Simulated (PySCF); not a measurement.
# C₄H₁₀F₂Si₂: NMR shielding calculation

- system: C₄H₁₀F₂Si₂
- method: GIAO PBE0/pcSseg-1 NMR shielding, non-relativistic, gas phase (PySCF 2.14.0)

The geometry comes from this level: GFN2-xTB. It belongs to a series of runs on one base structure; here: H on Si replaced by CH2SiH3. Figures and captions count atoms from 1; the log counts them from 0 in places.

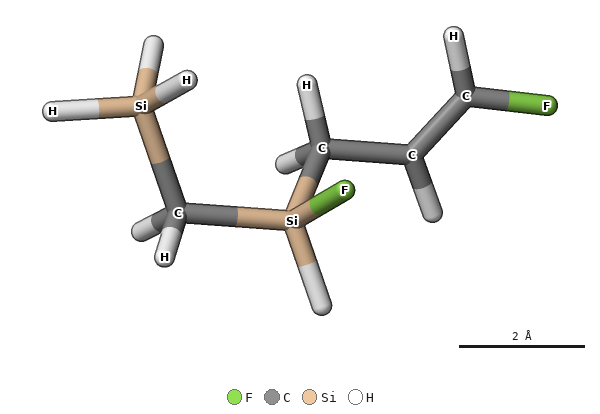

Fig. 1: The structure (stick view, seen at a tilt). Bond lengths as drawn: C–C 1.32 to 1.49 Å, C–F 1.35 Å, C–H 1.08 to 1.09 Å, C–Si 1.89 to 1.91 Å, F–Si 1.62 Å and H–Si 1.46 to 1.47 Å.

## Input
```
{"job": {"kind": "nmr", "xc": "PBE0", "basis": "pcSseg-1"}, "charge": 0, "multiplicity": 1}
F      4.363451     0.744428     0.645657
C      3.057883     0.921469     0.357752
C      2.387117     0.058501    -0.380319
C      0.943888     0.195430    -0.704497
Si    -0.101043    -1.124015     0.196190
F      0.082621    -0.848379     1.779195
C     -1.938719    -0.953830    -0.214409
Si    -2.748718     0.700942     0.280034
H      2.667400     1.826948     0.797231
H      2.895444    -0.815666    -0.760732
H      0.808585     0.092225    -1.781337
H      0.595954     1.189370    -0.422193
H      0.434635    -2.469533     0.019337
H     -2.088483    -1.112482    -1.281578
H     -2.476589    -1.758372     0.286555
H     -2.615629     0.916127     1.718871
H     -2.109945     1.796944    -0.456740
H     -4.166613     0.646209    -0.090674
```

The first line tells a small driver script what to run in PySCF; the rest is the geometry in Å.

Hardware: 1 CPU thread, shared host.

Run as:
```bash
OMP_NUM_THREADS=1 python <driver script> task.json out
```

## Output
```
coarse grid: 15968 points
cycle   1  E = -936.3163496133  dE =  6.161e-01  |g| = 7.365e-01  |ddm| = 3.752e+00
cycle   2  E = -936.2455359020  dE =  7.081e-02  |g| = 1.013e+00  |ddm| = 1.354e+00
cycle   3  E = -936.4146338925  dE = -1.691e-01  |g| = 8.708e-02  |ddm| = 8.330e-01
cycle   4  E = -936.4158780538  dE = -1.244e-03  |g| = 3.377e-02  |ddm| = 9.066e-02
cycle   5  E = -936.4161165851  dE = -2.385e-04  |g| = 6.970e-03  |ddm| = 3.086e-02
cycle   6  E = -936.4161266684  dE = -1.008e-05  |g| = 2.949e-03  |ddm| = 8.671e-03
cycle   7  E = -936.4161287090  dE = -2.041e-06  |g| = 6.035e-04  |ddm| = 2.749e-03
final grid: 145616 points
cycle   8  E = -936.4745199974  dE = -3.654e-05  |g| = 8.076e-03  |ddm| = 2.269e-02
cycle   9  E = -936.4745094897  dE =  1.051e-05  |g| = 1.093e-02  |ddm| = 1.433e-02
cycle  10  E = -936.4745350005  dE = -2.551e-05  |g| = 1.389e-03  |ddm| = 8.494e-03
cycle  11  E = -936.4745353503  dE = -3.498e-07  |g| = 2.985e-04  |ddm| = 1.318e-03
cycle  12  E = -936.4745353674  dE = -1.716e-08  |g| = 1.215e-04  |ddm| = 3.055e-04
cycle  13  E = -936.4745353707  dE = -3.248e-09  |g| = 2.559e-05  |ddm| = 1.034e-04
cycle  14  E = -936.4745353708  dE = -1.328e-10  |g| = 7.293e-06  |ddm| = 2.184e-05
```

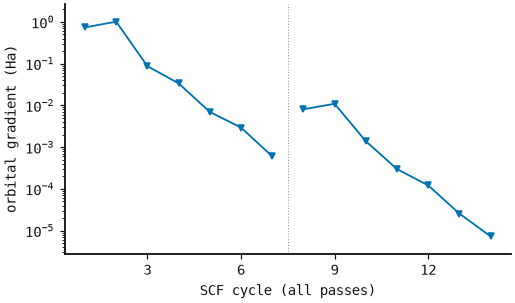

Fig. 2: Convergence of the self-consistent field: orbital gradient against the SCF cycle. The dotted line marks the change from a coarse to the final integration grid. The first 7 cycles use a coarse grid, the final grid takes over at cycle 8, and the field converges after 14 cycles in all.

```
converged SCF energy = -936.4745353708

GIAO shielding tensors (ppm)
atom      isotropic    diamagn.    paramagn.     s11        s22        s33       span
  0 F      292.878     467.529    -174.651    200.037    301.200    377.398    177.362
  1 C       27.705     253.165    -225.460    -67.065     71.127     79.052    146.117
  2 C       75.495     256.364    -180.869    -24.834     94.368    156.949    181.783
  3 C      169.156     256.502     -87.346    155.197    173.057    179.214     24.017
  4 Si     331.282     880.340    -549.057    293.056    336.130    364.662     71.606
  5 F      377.367     472.628     -95.261    367.881    376.074    388.146     20.265
  6 C      192.392     260.037     -67.646    178.452    198.385    200.338     21.886
  7 Si     426.991     879.998    -453.007    406.301    411.199    463.473     57.172
  8 H       24.860      31.096      -6.236     22.073     23.643     28.862      6.790
  9 H       26.141      29.473      -3.333     23.749     25.860     28.813      5.064
 10 H       30.513      33.012      -2.499     25.011     30.156     36.372     11.362
 11 H       29.904      35.783      -5.878     25.266     30.911     33.537      8.272
 12 H       26.402      30.224      -3.823     23.434     24.186     31.584      8.150
 13 H       32.145      32.528      -0.383     27.734     29.044     39.657     11.923
 14 H       31.409      30.228       1.181     26.380     28.561     39.286     12.906
 15 H       27.616      29.452      -1.835     23.984     26.358     32.507      8.524
 16 H       27.733      30.270      -2.537     23.804     27.293     32.102      8.299
 17 H       27.619      28.395      -0.777     23.881     25.291     33.684      9.804
```

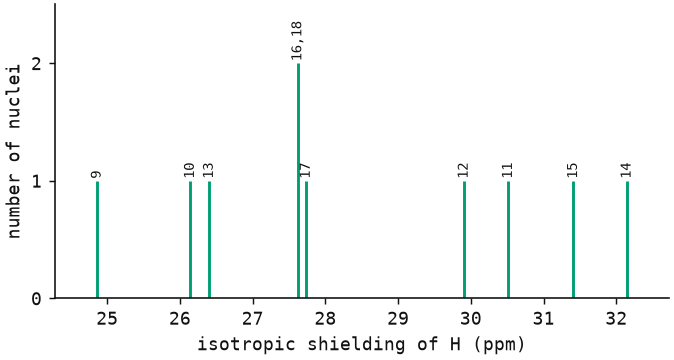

Fig. 3: Isotropic shieldings of the hydrogen nuclei in this fixed geometry, labelled by atom number; shielding grows to the right, so chemical shift grows to the left. The least shielded is H9 (24.9 ppm), the most shielded H14 (32.1 ppm).

## Results in brief

| quantity | value |
| --- | --- |
| outcome | converged |
| total energy | −936.474535 hartree |
| HOMO | −7.05 eV |
| LUMO | 0.34 eV |
| dipole moment | 3.06 D |
| isotropic shielding, F | 292.9 to 377.4 ppm |
| isotropic shielding, C | 27.7 to 192.4 ppm |
| isotropic shielding, Si | 331.3 to 427.0 ppm |
| isotropic shielding, H | 24.9 to 32.1 ppm |
| wall time | 31 s |
| peak memory | 0.89 GiB |
